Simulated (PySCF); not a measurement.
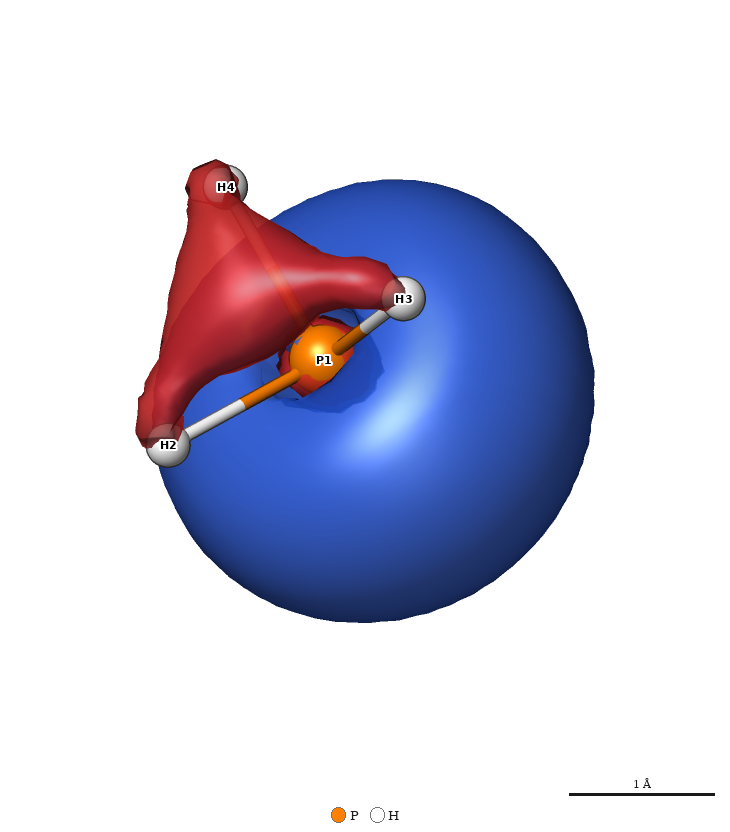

Figure 1: H₃P, SMILES `P`. Intrinsic bond orbitals (IBO), occupied; each surface holds about 85 % of the orbital's density. Energies are diagonal elements of the Fock matrix.

PySCF calculation, HF/def2-SVPD, gas phase; geometry: GFN2-xTB. No frequency check shows the geometry to be a minimum. GFN2-xTB bond lengths at metals and heavier atoms can be off by up to 0.1 Å and shapes distorted, which carries into these values.

Coordinates in Å:

```
P1      -0.0000    0.0000    0.1280
H2      -1.0996    0.3515   -0.6405
H3       0.8545    0.7766   -0.6401
H4       0.2456   -1.1281   -0.6402
```

> What does this orbital represent?

Lone pair on P1 (sp1.2-type) (P1 100 %; −12.5 eV).
